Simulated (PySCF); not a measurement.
EPR calculation, with input and output: C₂H₇OP₂Si₂

The run: EPR calculation of C₂H₇OP₂Si₂, multiplicity 2, SMILES CC(=O)[Si]1P[SiH2]P1. Method and program: UKS B3LYP, pcH-1 on C H O P Si, non-relativistic, mean-field spin-orbit, GIAO (PySCF 2.14.0).

It belongs to a series of runs on one base structure; here: H removed from Si.

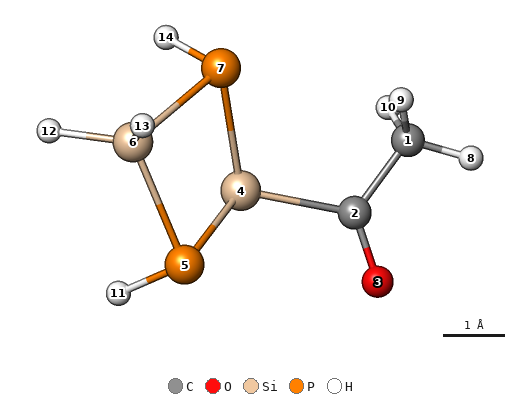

Fig. 1: The structure (ball-and-stick view, seen at a tilt; atoms are numbered from 1 in the order of the input). Bond lengths as drawn: C–C 1.50 Å, C–H 1.09 Å, C–O 1.20 Å, C–Si 1.94 Å, H–P 1.38 to 1.39 Å, H–Si 1.46 Å and P–Si 2.26 to 2.29 Å.

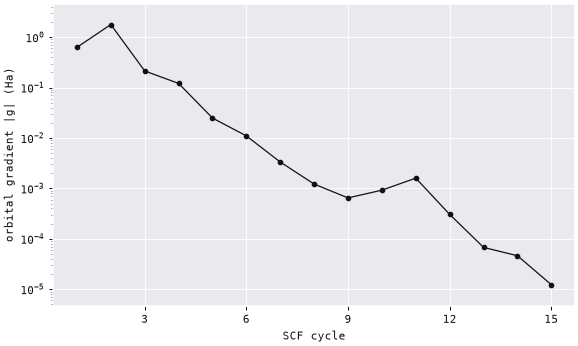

Fig. 2: Convergence of the self-consistent field: orbital gradient |g| against the SCF cycle. All cycles printed in the log are drawn one after another.

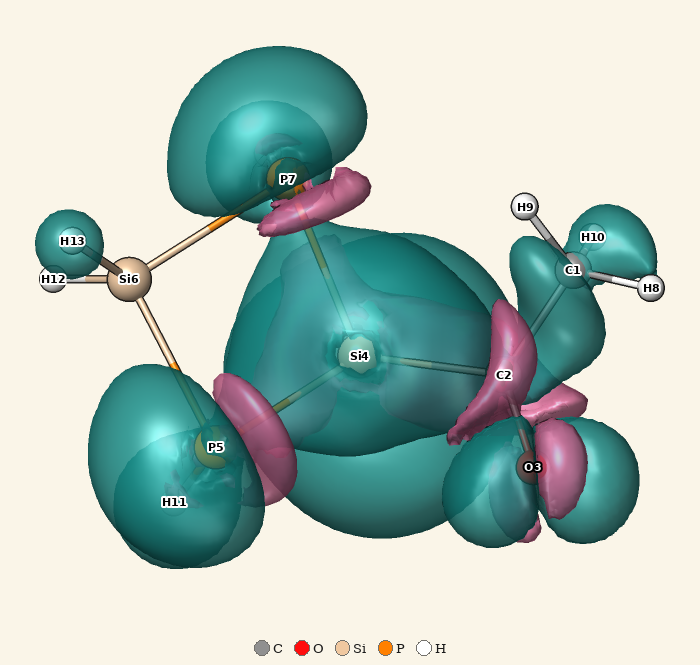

Fig. 3: Isosurfaces of the spin density (α minus β) at +0.003 (teal) and −0.003 e/Å³ (pink), seen face on. The unpaired spin (1 electron) lies mostly on Si4 (about 0.6), P5 (about 0.1), O3 (about 0.1) and P7 (about 0.1), in electrons by Hirshfeld's partition.

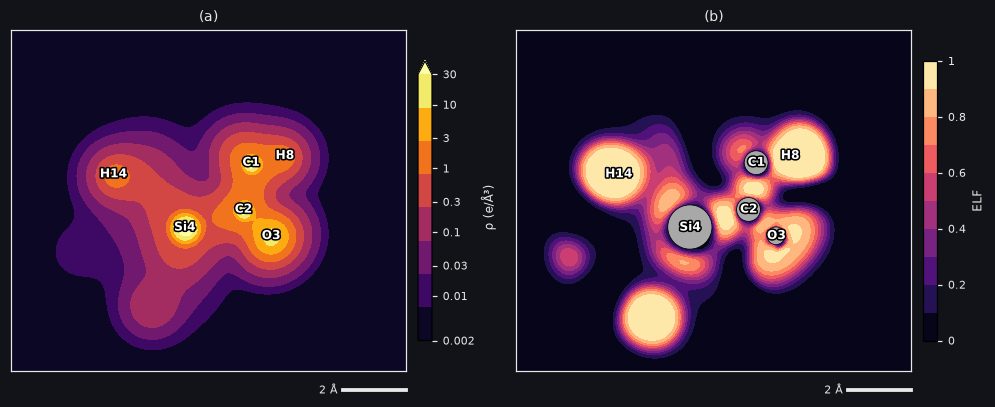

Fig. 4: (a) total electron density; (b) ELF on the plane of atoms C1, C2 and Si4. Grey discs, where drawn, cover atomic cores. Atoms in the plane: C, O, Si and H. C–O (1.20 Å): ρ is about 3.1 e/Å³ halfway, with its minimum of 2.7 e/Å³ about 0.5 Å from C; the ELF peaks at about 0.90 between the atoms (a multiple bond by its length, whose ELF region spreads away from the axis).

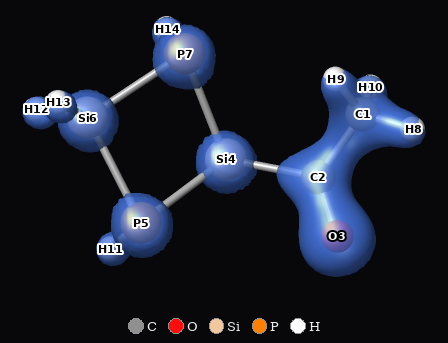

Fig. 5: Isosurface of the total electron density at 1 e/Å³ (blue), seen face on. At this value the surface falls into seven separate pieces. It is pinched off along the C–Si (1.94 Å) and Si–P (2.26 Å) contacts. On the grid the lowest density along these lines, outside the cores, is 2.7 e/Å³ (C–O, 1.20 Å), 1.7 e/Å³ (C–C, 1.50 Å), 0.75 e/Å³ (C–Si, 1.94 Å) and 0.65 e/Å³ (Si–P, 2.26 Å).

The input and output of the run follow.

The input:
```
{"job": {"kind": "epr", "basis": "pcH-1"}, "charge": 0, "multiplicity": 2}
C     -2.599462     0.598473     0.359833
C     -1.816502    -0.044155    -0.745920
O     -2.201656    -0.150084    -1.882740
Si    -0.109866    -0.809061    -0.242266
P      1.573938    -0.310629    -1.691292
Si     2.663329     0.130820     0.247196
P      0.815578     0.292758     1.537394
H     -3.522070     1.032624    -0.019263
H     -1.992210     1.367758     0.834053
H     -2.825053    -0.154520     1.112807
H      2.039614    -1.602184    -1.876769
H      3.555835    -0.944928     0.674261
H      3.366661     1.407454     0.183696
H      1.051188    -0.814799     2.326921
```

The first line tells a small driver script what to run in PySCF; the rest is the geometry in Å.

Run as:
```bash
OMP_NUM_THREADS=1 python <driver script> task.json out
```

The program's output:
```
UKS, coarse grid
  cycle   1  E = -1417.20803435  |g| = 6.28e-01
  cycle   2  E = -1415.67490339  |g| = 1.78e+00
  cycle   3  E = -1417.33927318  |g| = 2.14e-01
  cycle   4  E = -1417.35918794  |g| = 1.21e-01
  cycle   5  E = -1417.36647352  |g| = 2.49e-02
  cycle   6  E = -1417.36677781  |g| = 1.10e-02
  cycle   7  E = -1417.36686420  |g| = 3.34e-03
  cycle   8  E = -1417.36687914  |g| = 1.22e-03
  cycle   9  E = -1417.36688070  |g| = 6.48e-04
UKS, final grid
  cycle   1  E = -1417.36688714  |g| = 9.24e-04
  cycle   2  E = -1417.36688632  |g| = 1.60e-03
  cycle   3  E = -1417.36688769  |g| = 3.05e-04
  cycle   4  E = -1417.36688773  |g| = 6.77e-05
  cycle   5  E = -1417.36688774  |g| = 4.62e-05
  cycle   6  E = -1417.36688774  |g| = 1.23e-05
E = -1417.36688774 Eh   <S^2> = 0.7569 (exact 0.7500)
g shifts (ppm)      1          2          3
  rmc          -160       -160       -160
  gc             55         25         57
  oz_so        1220       1855       7785
  total        1115       1719       7681
hyperfine (MHz)  atom isotope    a_iso     a_fc   dipolar eigenvalues
    0   13C      10.65      10.67     -2.63     -1.98      4.61
    1   13C      25.50      25.58    -11.87     -3.78     15.65
    2   17O      -6.06      -6.20    -41.31     15.06     26.25
    3  29Si    -323.27    -323.85   -150.46     73.06     77.40
    4   31P      17.42      17.24    -34.04    -25.23     59.27
    5  29Si       2.47       2.49     -0.41      0.09      0.32
    6   31P      20.54      20.31    -30.69    -22.30     52.99
    7    1H       2.04       2.04     -2.01     -0.66      2.66
    8    1H      -1.13      -1.12     -2.46     -1.13      3.60
    9    1H       1.91       1.91     -2.53     -0.42      2.95
   10    1H      53.62      53.61     -2.98     -1.22      4.20
   11    1H      -1.19      -1.19     -0.93     -0.84      1.77
   12    1H      10.33      10.32     -0.86     -0.52      1.38
   13    1H      53.19      53.18     -2.92     -1.19      4.11
```

Summary:

- outcome: converged
- total energy: −1417.366888 hartree
- ⟨S²⟩: 0.757
- isotropic g: 2.0058
- hardware: 1 CPU thread, shared host
- wall time: 1.9 min
- peak memory: 1.1 GiB
